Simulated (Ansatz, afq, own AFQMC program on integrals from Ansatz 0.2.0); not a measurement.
# NHO (triplet): quantum Monte Carlo beside coupled cluster at distance N1–O2 = 2.196 Å, cc-pVDZ, part 2 of 2

Ansatz 0.2.0, Gaussian basis, and an in-house AFQMC program (afq) on its integrals; all values are calculated; cc-pVDZ, frozen cores. The steps go on from the part before.

### Step 12. CCSDT(Q) on ROHF

Contents of in.yaml:

```yaml
crystal:
  periodic: [false, false, false]
  atoms:
    - {symbol: N, position_ang: [0.000000, -0.201875, 1.098129]}
    - {symbol: O, position_ang: [0.000000, 0.139067, -1.071243]}
    - {symbol: H, position_ang: [0.000000, 0.597877, 1.744219]}
basis:
  gaussian: {orbitals: cc-pVDZ}
magnetization: {spin_polarized: false, initial_magnetization: 2}
correlation: {method: ccsdt_q, electrons: outside_noble_gas}
```

On the command line:

```sh
$ ansatz run in.yaml --threads 1 --pin off --events-out ev --progress --plain --max-ram 1382MiB
```

Log (excerpt; [...] marks lines left out):

```text
Functional definition: HF
  name "HF"
  cite "Fock, Z. Phys. 61, 126 (1930) doi:10.1007/BF01340294"
  parent pbe
[...]
544 factors; integrals over basis functions are off by at most 1.3e-7 eV
[...]
mean field -3527.82315885 eV, -129.6451098433 hartree, gradient 1.9e-6 eV, S^2 2.000000; 28 other end points of the search recorded, 0 dependent functions left out
[...]
determinant -3527.82315885 eV, -129.6451098433 hartree, with singles and doubles -3535.36444215 eV, -129.9222468929 hartree
determinant -3527.57166650 eV, -129.6358676699 hartree, with singles and doubles -3535.07488884 eV, -129.9116060052 hartree
determinant -3527.51714602 eV, -129.6338640791 hartree, with singles and doubles -3535.23285112 eV, -129.9174110116 hartree
determinant -3527.49647254 eV, -129.6331043428 hartree, with singles and doubles -3534.98333447 eV, -129.9082414441 hartree
[...]
determinant -3526.49378357 eV, -129.5962562028 hartree, with singles and doubles -3536.65206985 eV, -129.9695663382 hartree
determinant -3526.43991914 eV, -129.5942767217 hartree, with singles and doubles -3536.59311076 eV, -129.9673996315 hartree
unrestricted determinant -3529.92212387 eV, -129.7222453849 hartree, S^2 2.9430
2 core orbitals not correlated: weight in the atoms' cores, before any rotation towards them, 1.000 or more for the frozen orbitals, at most 0.000 for the correlated occupied ones
reference -3526.49378357 eV, -129.5962562028 hartree; 7, 5 occupied and 24, 26 virtual orbitals, 544 factors
second order -8.66484408 eV of doubles, -0.14840458 eV of singles
cycle   1  -10.15828537 eV  change    9.1e-7 eV  update   7.2e-2
[...]
cycle  54  -11.06048515 eV  change    1.9e-7 eV  update   2.2e-7
perturbative correction -0.10489196 eV, -0.0038547084 hartree
WARN: these amplitudes may be one of several solutions (largest doubles amplitude 0.52, level shift 4.91 eV)
Total energy: -3537.65916068 eV, -130.0065762435 hartree
```

Run time: 48 s. Hardware: 1 thread of Arm Neoverse V2, shared host; peak memory 0.44 GiB.

From the report: correlation -11.1654 eV; T1 0.045; largest double amplitude 0.52. The report flags that the cluster equations may have other roots.

### Step 13. Phaseless AFQMC, CISD trial on ROHF

It reads the integrals that the CCSD(T) run on this determinant wrote.

On the command line:

```sh
$ afq ham --method phaseless --trial cisd --walkers 60 --populations 1 --least-time 40 --time-step 0.005 --steps-per-block 50 --equilibration-blocks 40 --max-blocks 300 --target-error 0.00084 --factor-cut 1e-05 --start spin_pure --seed 8940 --release-times 0.24,0.51,0.99,1.62,2.4 --release-step 0.03 --release-every 4 --taylor-order 6
```

Log:

```text
orbitals 31  electrons 7 5  factors 209 of 311
reference energy -129.59625537 Eh
CCSD correlation -0.37331083 Eh in 30 cycles, weight of the determinant in the CISD state 0.7061
energy of the start -129.969565 Eh
 block  time / (1/Eh)  mean weight  energy / Eh
     1     0.250  1.0015  -129.964475
     2     0.500  0.9983  -129.967515
     3     0.750  1.0009  -129.969810
     4     1.000  1.0005  -129.973012
     5     1.250  0.9972  -129.977138
     6     1.500  0.9984  -129.975443
     7     1.750  1.0014  -129.981717
     8     2.000  1.0006  -129.994359
     9     2.250  0.9990  -129.980904
    10     2.500  1.0016  -129.981736
    17     4.250  1.0022  -129.983980
    25     6.250  1.0011  -129.992735
    33     8.250  1.0012  -129.997777
    41    10.250  0.9997  -129.984862
    49    12.250  1.0000  -130.025271
    57    14.250  0.9971  -129.999156
    65    16.250  0.9982  -129.975812
    73    18.250  0.9989  -129.998008
    81    20.250  0.9991  -130.000329
    89    22.250  1.0014  -129.976126
    97    24.250  1.0013  -129.983861
   105    26.250  1.0008  -129.982854
   113    28.250  0.9973  -129.984566
   121    30.250  1.0062  -129.983285
   129    32.250  1.0004  -129.985389
   137    34.250  1.0013  -129.992557
   145    36.250  1.0007  -129.971073
   153    38.250  1.0024  -130.029776
   161    40.250  0.9990  -129.994691
   169    42.250  0.9971  -130.004790
   177    44.250  1.0015  -129.987572
   185    46.250  0.9983  -129.996557
   193    48.250  1.0012  -129.976966
   201    50.250  1.0013  -129.983461
   209    52.250  0.9980  -129.996200
   217    54.250  1.0023  -130.002939
   225    56.250  0.9993  -130.016496
   233    58.250  0.9966  -129.975560
   241    60.250  1.0002  -129.970042
   249    62.250  1.0020  -129.994531
   257    64.250  1.0008  -129.984991
   265    66.250  1.0060  -129.983980
   273    68.250  1.0051  -129.991263
   281    70.250  0.9983  -129.984712
   289    72.250  1.0014  -129.964132
   297    74.250  0.9995  -129.972172
   305    76.250  1.0035  -129.977915
   313    78.250  0.9993  -129.986109
   321    80.250  1.0019  -129.981174
   329    82.250  1.0004  -129.981550
   337    84.250  0.9985  -129.976004
blocks merged  error / Eh  count
     1  0.000693  300
     2  0.000847  150
     4  0.001041  75
     8  0.001201  37
    16  0.001503  18
    32  0.001660  9
released: time / (1/Eh)  energy / Eh  error  mean overlap
  0.24  -129.990948  0.001604  1.0049
  0.51  -129.991064  0.001624  1.0054
  0.99  -129.995719  0.001634  0.9637
  1.62  -129.994114  0.001965  0.9567
  2.40  -129.991739  0.002849  1.0099
energy -129.989218 +/- 0.001503 Eh
```

It took 4.4 min on 1 thread of Arm Neoverse V2, shared host.

Energy -3537.1868 ± 0.0409 eV. The run doesn't count as converged. Caveats: constraint bias not in the error; error not settled; halves of the run differ; error above the target; other roots.

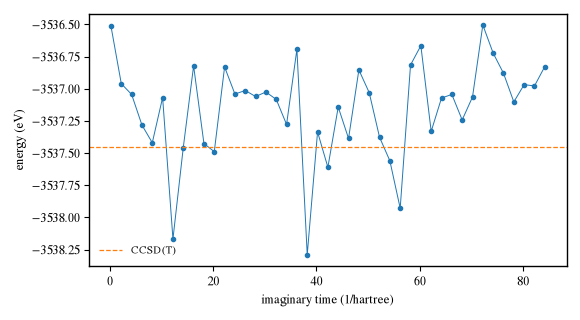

Block energies along the walk.

### Step 14. AFQMC on the ladder

On the UHF determinant, counted from CCSDT(Q) (a yardstick, not exact):

```tsv
level	energy (eV)	from CCSDT(Q) (meV)	statistical error (meV)	time
HF	-3529.9221	+7733.4		
MP2	-3535.6736	+1981.8		
CCSD	-3536.9573	+698.2		
CCSD(T)	-3537.2216	+433.9		
CCSDT(Q)	-3537.6555	0.0		
Phaseless AFQMC, CISD trial, step 0.005, 60 walkers	-3537.4129	+242.6	21.7	2.6 min
```

The functionals' totals stand on their own zeros and serve differences with other points: PBE -3541.327 eV; r2SCAN -3543.652 eV; PBE0 -3541.426 eV; B3LYP -3545.328 eV; wB97M-V -3543.862 eV; B2PLYP -3542.155 eV.

### Step 15. Summary of results

The summary covers parts 1 to 2.

| quantity | value |
| --- | --- |
| CCSD(T) on UHF from CCSDT(Q) | +433.9 meV |
| Phaseless AFQMC, CISD trial on UHF from CCSDT(Q) | +242.6 ± 21.7 meV |

**Reading.** On UHF the phaseless walk with the CISD trial lies +242.6 meV from CCSDT(Q), 11 times its error bar. Error bars are statistical and leave out the constraint, the time step and what remains of the start.
